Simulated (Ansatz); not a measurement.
# CHOSi (quartet): from Hartree-Fock to the top rungs, cc-pVDZ

How much of the correlation energy of CHOSi (quartet) does each wave-function method recover here?

Program: Ansatz 0.2.0, Gaussian basis. Level of theory: cc-pVDZ, core rule «outside noble gas», up to 7 orbitals frozen. These are calculated values, not measurements.

To be run: UHF; CCSD(T) on ROHF; CCSD(T) on UHF; BCCD(T) on ROHF; CISD as a restricted active space (open shells left free, so some higher excitations enter); CCSDT(Q) on ROHF; CCSDT(Q) on UHF.

23 further runs of the same task are left out: 11 that didn't finish, 12 set aside as unsound or not needed. Runs told in other sessions of the task aren't counted.

### Step 1. The system

The geometry is a PBE0/def2-TZVP stationary point (not a proven minimum) of the parent state, kept for this charge and spin.

4 atoms, charge 0, spin multiplicity 4.

Atoms are counted from 1 here; the program's logs count them from 0.

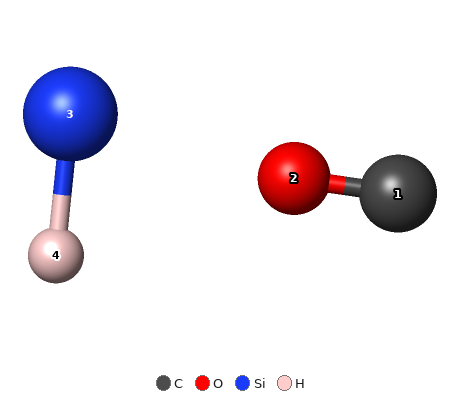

The structure; carbon dark grey, oxygen red, silicon blue, hydrogen pink; atoms are numbered from 1 in the order of the file.

In the tables R marks a restricted open-shell determinant and U an unrestricted one; energies count from the table's Hartree-Fock row.

### Step 2. UHF

Contents of in.yaml:

```yaml
crystal:
  periodic: [false, false, false]
  atoms:
    - {symbol: C, position_ang: [0.000000, -0.024020, 2.154831]}
    - {symbol: O, position_ang: [0.000000, 0.064782, 1.031260]}
    - {symbol: Si, position_ang: [0.000000, -0.078311, -1.463067]}
    - {symbol: H, position_ang: [0.000000, 1.439987, -1.279434]}
basis:
  gaussian: {orbitals: cc-pVDZ}
magnetization: {spin_polarized: true, initial_magnetization: 3}
hamiltonian: {xc: hf}
output: {orbitals: {seedname: orbitals}}
```

On the command line:

```
$ ansatz run in.yaml --threads 1 --pin off --events-out ev --progress --plain --max-ram 2393MiB
```

Standard output:

```text
Functional definition: HF
  name "HF"
  cite "Fock, Z. Phys. 61, 126 (1930) doi:10.1007/BF01340294"
  parent pbe
  exchange = exact_x
  correlation = 0
494 factors; integrals over basis functions are off by at most 1.3e-3 eV
mean field evaluation 1: about -10939.9716 eV, gradient 1.6e1 eV
mean field evaluation 2: about -10939.9774 eV, gradient 1.6e1 eV
mean field evaluation 4: about -10941.9448 eV, gradient 3.2e0 eV
mean field evaluation 8: about -10942.1631 eV, gradient 1.4e-1 eV
mean field -10942.16393785 eV, -402.1171078507 hartree, gradient 1.0e-5 eV, S^2 3.752736; 0 other end points of the search recorded, 0 dependent functions left out
reference -10942.16393785 eV, -402.1171078507 hartree; 16, 13 occupied and 35, 38 virtual orbitals, 494 factors
Total energy: -10942.16393785 eV, -402.1171078507 hartree
```

Run time: 0.45 s. Hardware: 1 thread of Arm Neoverse V1, shared host.

From the report: ⟨S²⟩ of the determinant 3.753 (pure quartet: 3.75).

### Step 3. CCSD(T) on ROHF

in.yaml, as its differences from that of step 2:

```diff
@@ -9,4 +9,3 @@
   gaussian: {orbitals: cc-pVDZ}
-magnetization: {spin_polarized: true, initial_magnetization: 3}
-hamiltonian: {xc: hf}
-output: {orbitals: {seedname: orbitals}}
+magnetization: {spin_polarized: false, initial_magnetization: 3}
+correlation: {method: ccsd_t, electrons: outside_noble_gas}
```

The command is unchanged.

Standard output, shortened:

```text
Functional definition: HF
  name "HF"
  cite "Fock, Z. Phys. 61, 126 (1930) doi:10.1007/BF01340294"
  parent pbe
[...]
494 factors; integrals over basis functions are off by at most 1.3e-3 eV
[...]
mean field -10942.13426196 eV, -402.1160172819 hartree, gradient 1.2e-6 eV, S^2 3.750000; 0 other end points of the search recorded, 0 dependent functions left out
[...]
7 core orbitals not correlated: weight in the atoms' cores, before any rotation towards them, 1.000 or more for the frozen orbitals, at most 0.000 for the correlated occupied ones
reference -10942.13426196 eV, -402.1160172819 hartree; 9, 6 occupied and 35, 38 virtual orbitals, 494 factors
second order -9.25148551 eV of doubles, -0.01891063 eV of singles
cycle   1  -9.39644169 eV  change   -1.3e-1 eV  update   1.1e-1
[...]
cycle  11  -9.93951434 eV  change   -6.7e-6 eV  update   8.2e-6
perturbative correction -0.34691013 eV, -0.0127487122 hartree
Total energy: -10952.42068642 eV, -402.4940364087 hartree
```

Run time: 1.7 s. Hardware: 1 thread of Arm Neoverse V1, shared host.

From the report: correlation -10.2864 eV; T1 0.025; largest double amplitude 0.07.

### Step 4. CCSD(T) on UHF

in.yaml, as its differences from that of step 3:

```diff
@@ -9,3 +9,3 @@
   gaussian: {orbitals: cc-pVDZ}
-magnetization: {spin_polarized: false, initial_magnetization: 3}
+magnetization: {spin_polarized: true, initial_magnetization: 3}
 correlation: {method: ccsd_t, electrons: outside_noble_gas}
```

Same command.

Standard output, shortened:

```text
Functional definition: HF
  name "HF"
  cite "Fock, Z. Phys. 61, 126 (1930) doi:10.1007/BF01340294"
  parent pbe
[...]
494 factors; integrals over basis functions are off by at most 1.3e-3 eV
[...]
mean field -10942.16393785 eV, -402.1171078507 hartree, gradient 3.4e-6 eV, S^2 3.752736; 0 other end points of the search recorded, 0 dependent functions left out
7 core orbitals not correlated: weight in the atoms' cores, before any rotation towards them, 1.000 or more for the frozen orbitals, at most 0.000 for the correlated occupied ones
reference -10942.16393785 eV, -402.1171078507 hartree; 9, 6 occupied and 35, 38 virtual orbitals, 494 factors
second order -9.24463588 eV of doubles, -0.00000000 eV of singles
cycle   1  -9.36890168 eV  change   -1.2e-1 eV  update   1.1e-1
[...]
cycle  11  -9.91057407 eV  change   -6.5e-6 eV  update   7.9e-6
perturbative correction -0.34647966 eV, -0.0127328927 hartree
Total energy: -10952.42099158 eV, -402.4940476228 hartree
```

Run time: 1.6 s. Hardware: 1 thread of Arm Neoverse V1, shared host.

From the report: ⟨S²⟩ of the determinant 3.753 (pure quartet: 3.75); correlation -10.2571 eV; T1 0.023; largest double amplitude 0.07.

### Step 5. BCCD(T) on ROHF

in.yaml, as its differences from that of step 4:

```diff
@@ -9,3 +9,3 @@
   gaussian: {orbitals: cc-pVDZ}
-magnetization: {spin_polarized: true, initial_magnetization: 3}
-correlation: {method: ccsd_t, electrons: outside_noble_gas}
+magnetization: {spin_polarized: false, initial_magnetization: 3}
+correlation: {method: bccd_t, electrons: outside_noble_gas}
```

The command is unchanged.

Standard output, shortened:

```text
Functional definition: HF
  name "HF"
  cite "Fock, Z. Phys. 61, 126 (1930) doi:10.1007/BF01340294"
  parent pbe
[...]
494 factors; integrals over basis functions are off by at most 1.3e-3 eV
[...]
mean field -10942.13426196 eV, -402.1160172819 hartree, gradient 1.2e-6 eV, S^2 3.750000; 0 other end points of the search recorded, 0 dependent functions left out
[...]
7 core orbitals not correlated: weight in the atoms' cores, before any rotation towards them, 1.000 or more for the frozen orbitals, at most 0.000 for the correlated occupied ones
reference -10942.13426196 eV, -402.1160172819 hartree; 9, 6 occupied and 35, 38 virtual orbitals, 494 factors
second order -9.25148551 eV of doubles, -0.01891063 eV of singles
cycle   1  -9.38738579 eV  change   -1.2e-1 eV  update   1.1e-1
[...]
cycle  12  -9.90252389 eV  change    3.5e-6 eV  update   6.7e-6
perturbative correction -0.38623725 eV, -0.0141939571 hartree
Total energy: -10952.42302309 eV, -402.4941222796 hartree
```

Run time: 2.2 s. Hardware: 1 thread of Arm Neoverse V1, shared host.

From the report: correlation -10.2888 eV; largest double amplitude 0.07.

### Step 6. CISD as a restricted active space (open shells left free, so some higher excitations enter)

in.yaml, as its differences from that of step 5:

```diff
@@ -10,2 +10,2 @@
 magnetization: {spin_polarized: false, initial_magnetization: 3}
-correlation: {method: bccd_t, electrons: outside_noble_gas}
+correlation: {active_space: {ras: {orbitals: [6, 3, 35], electrons: 15, max_holes: 2, max_particles: 2}, fixed_orbitals: true}}
```

Launched as before.

Standard output:

```text
Functional definition: HF
  name "HF"
  cite "Fock, Z. Phys. 61, 126 (1930) doi:10.1007/BF01340294"
  parent pbe
  exchange = exact_x
  correlation = 0
494 factors; integrals over basis functions are off by at most 1.3e-3 eV
mean field evaluation 1: about -10940.1153 eV, gradient 2.3e1 eV
mean field evaluation 2: about -10940.1210 eV, gradient 2.3e1 eV
mean field evaluation 4: about -10941.9956 eV, gradient 2.9e0 eV
mean field evaluation 8: about -10942.1342 eV, gradient 4.3e-2 eV
mean field -10942.13426196 eV, -402.1160172819 hartree, gradient 1.2e-6 eV, S^2 3.750000; 0 other end points of the search recorded, 0 dependent functions left out
reference -10942.13426196 eV, -402.1160172819 hartree; 16, 13 occupied and 35, 38 virtual orbitals, 494 factors
state -10951.10283570 eV, -402.4456062878 hartree
Total energy: -10951.10283570 eV, -402.4456062878 hartree
```

Wall time 36 s (1 thread of Arm Neoverse V1, shared host).

From the report: 293,138 determinants.

### Step 7. CCSDT(Q) on ROHF

in.yaml, as its differences from that of step 6:

```diff
@@ -10,2 +10,2 @@
 magnetization: {spin_polarized: false, initial_magnetization: 3}
-correlation: {active_space: {ras: {orbitals: [6, 3, 35], electrons: 15, max_holes: 2, max_particles: 2}, fixed_orbitals: true}}
+correlation: {method: ccsdt_q, electrons: outside_noble_gas}
```

Same command.

Standard output, shortened:

```text
Functional definition: HF
  name "HF"
  cite "Fock, Z. Phys. 61, 126 (1930) doi:10.1007/BF01340294"
  parent pbe
[...]
927 factors; integrals over basis functions are off by at most 1.9e-7 eV
[...]
mean field -10942.13440799 eV, -402.1160226486 hartree, gradient 1.2e-6 eV, S^2 3.750000; 0 other end points of the search recorded, 0 dependent functions left out
[...]
7 core orbitals not correlated: weight in the atoms' cores, before any rotation towards them, 1.000 or more for the frozen orbitals, at most 0.000 for the correlated occupied ones
reference -10942.13440799 eV, -402.1160226486 hartree; 9, 6 occupied and 35, 38 virtual orbitals, 927 factors
second order -9.25149932 eV of doubles, -0.01891038 eV of singles
cycle   1  -9.39643530 eV  change   -1.3e-1 eV  update   1.2e-1
[...]
cycle  18  -10.31374351 eV  change    1.3e-6 eV  update   1.4e-6
perturbative correction -0.02642700 eV, -0.0009711742 hartree
Total energy: -10952.47457850 eV, -402.4960169060 hartree
```

Wall time 82 s (1 thread of Arm Neoverse V1, shared host); peak memory 1.1 GiB.

From the report: correlation -10.3402 eV; T1 0.025; largest double amplitude 0.08.

### Step 8. CCSDT(Q) on UHF

in.yaml, as its differences from that of step 7:

```diff
@@ -9,3 +9,3 @@
   gaussian: {orbitals: cc-pVDZ}
-magnetization: {spin_polarized: false, initial_magnetization: 3}
+magnetization: {spin_polarized: true, initial_magnetization: 3}
 correlation: {method: ccsdt_q, electrons: outside_noble_gas}
```

Same command.

Standard output, shortened:

```text
Functional definition: HF
  name "HF"
  cite "Fock, Z. Phys. 61, 126 (1930) doi:10.1007/BF01340294"
  parent pbe
[...]
927 factors; integrals over basis functions are off by at most 1.9e-7 eV
[...]
mean field -10942.16408353 eV, -402.1171132045 hartree, gradient 3.4e-6 eV, S^2 3.752736; 0 other end points of the search recorded, 0 dependent functions left out
7 core orbitals not correlated: weight in the atoms' cores, before any rotation towards them, 1.000 or more for the frozen orbitals, at most 0.000 for the correlated occupied ones
reference -10942.16408353 eV, -402.1171132045 hartree; 9, 6 occupied and 35, 38 virtual orbitals, 927 factors
second order -9.24464990 eV of doubles, -0.00000000 eV of singles
cycle   1  -9.36889592 eV  change   -1.2e-1 eV  update   1.2e-1
[...]
cycle  18  -10.28435878 eV  change    1.4e-6 eV  update   1.6e-6
perturbative correction -0.03075961 eV, -0.0011303949 hartree
Total energy: -10952.47920192 eV, -402.4961868137 hartree
```

Run time: 68 s. Hardware: 1 thread of Arm Neoverse V1, shared host; peak memory 0.78 GiB.

From the report: ⟨S²⟩ of the determinant 3.753 (pure quartet: 3.75); correlation -10.3151 eV; T1 0.023; largest double amplitude 0.08.

### Step 9. Misses and costs

The yardstick is UCCSDT(Q), where the cluster series has nearly closed. Rows without a time are mean-field rows or come out of runs for another level: lower rungs of the coupled-cluster runs, or the Hartree-Fock search.

Differences are taken before rounding.

| method | energy from the lowest ROHF (meV) | from UCCSDT(Q) (meV) | time |
| --- | --- | --- | --- |
| ROHF | 0.0 | +10344.9 |  |
| UHF | -29.7 | +10315.3 |  |
| RMP2 | -9270.4 | +1074.5 |  |
| UMP2 | -9274.3 | +1070.6 |  |
| CISD | -8968.6 | +1376.4 | 36 s |
| RCCSD | -9939.5 | +405.4 |  |
| UCCSD | -9940.2 | +404.7 |  |
| RCCSD(T) | -10286.4 | +58.5 | 1.7 s |
| UCCSD(T) | -10286.7 | +58.2 | 1.6 s |
| BCCD(T) | -10288.8 | +56.2 | 2.2 s |
| RCCSDT | -10313.9 | +31.1 |  |
| UCCSDT | -10314.2 | +30.8 |  |
| RCCSDT(Q) | -10340.3 | +4.6 | 82 s |
| UCCSDT(Q) | -10344.9 | 0 | 68 s |

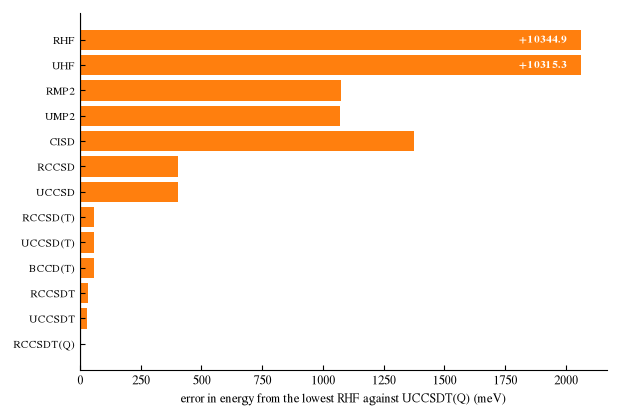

Error of each method against UCCSDT(Q). Bars with a number in them are cut short.

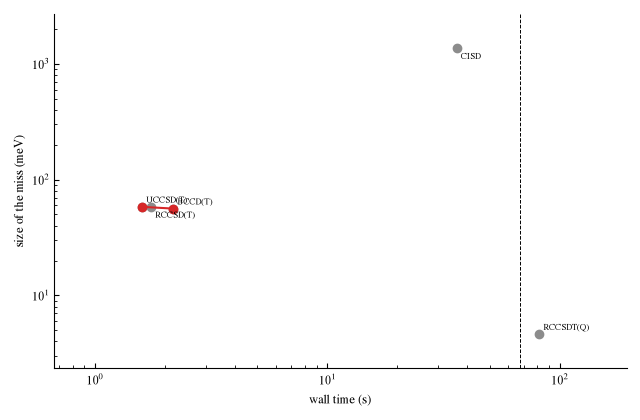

Accuracy for the time spent; red marks the levels that beat every quicker one drawn (of those quicker than the yardstick), and the dashed line is the time of UCCSDT(Q). Times are from a shared host.

### Step 10. Outcome

```
                         quantity                      value
    UCCSDT(Q) from the ROHF energy                -10.3449 eV
              RMP2 from UCCSDT(Q)                +1074.5 meV
              UMP2 from UCCSDT(Q)                +1070.6 meV
             RCCSD from UCCSDT(Q)                 +405.4 meV
          RCCSD(T) from UCCSDT(Q)                  +58.5 meV
          UCCSD(T) from UCCSDT(Q)                  +58.2 meV
         RCCSDT(Q) from UCCSDT(Q)                   +4.6 meV
levels within 1 kcal/mol (43 meV)  RCCSDT, UCCSDT, RCCSDT(Q)
                    T1 diagnostic                      0.025
```

What this shows: RCCSD(T) misses by +58.5 meV, 0.6 % of the correlation energy. These misses are within one basis, not against nature; the frozen cores of restricted and unrestricted runs differ, which can shift their rows.

With open shells the CI space here admits some higher excitations, so it is larger than plain CISD.

For cost: BCCD(T) gets within 56.2 meV in 2.2 s, where UCCSDT(Q) took 68 s; the quickest level in the cost chart, UCCSD(T), takes 1.6 s and misses by 58.2 meV.
